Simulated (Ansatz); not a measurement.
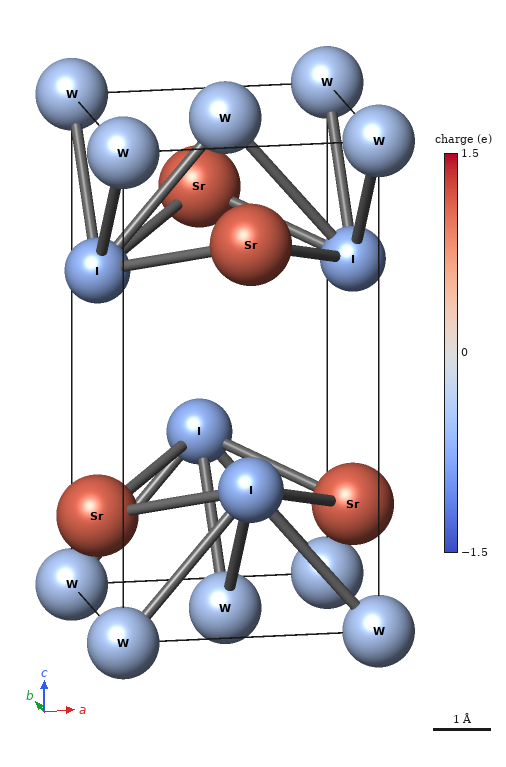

This ball-and-stick model is shown slightly off an axis. The frame is the simulation cell; atoms at its boundary are shown with their periodic copies. The atoms of this SrWI cell are coloured by their Bader charge.

Run with DFT, PAW plane waves, PBE (Ansatz) and these settings: plane waves to 420 eV, a 7×7×4 mesh of k-points, Fermi-Dirac smearing of 0.1 eV, no spin polarisation.

**Which atoms are positive and which negative?**

Most positive: Sr; most negative: I. Charges: about Sr +1.1 e; W -0.4 e; I -0.6 e.

Shown is a generated cell, made by putting these elements into a known structure type (the compound may or may not exist in this form), as it stood before any relaxation. It was the input of a calculation with Ansatz.

At this level of theory the cell isn't at rest (forces up to 4.2 eV/Å), so its distances can differ from those at equilibrium, the more so the softer the solid.
